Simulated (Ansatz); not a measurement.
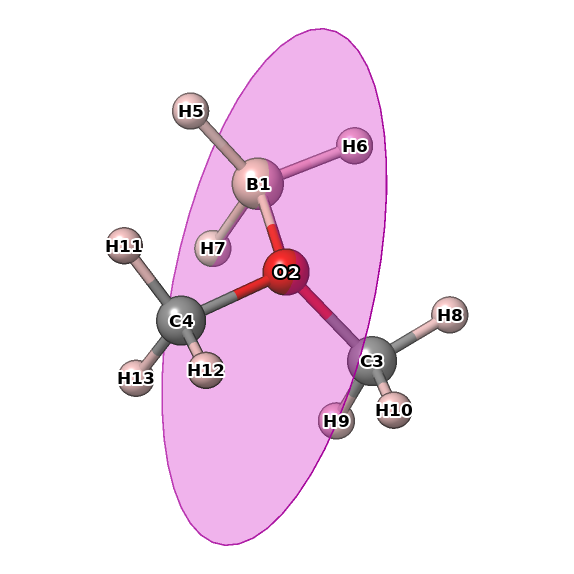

A disc through the centre of mass is drawn in. Distant atoms are faded towards the background colour. Computed geometry: PBE0-D4/def2-TZVP optimisation.

> Is the plane of the disc a mirror plane of the structure?

Yes. The reflection leaves B1, O2, H7 in place and moves C3 ↔ C4; H5 ↔ H6; H8 ↔ H11; H9 ↔ H13; H10 ↔ H12. The point group is Cs.
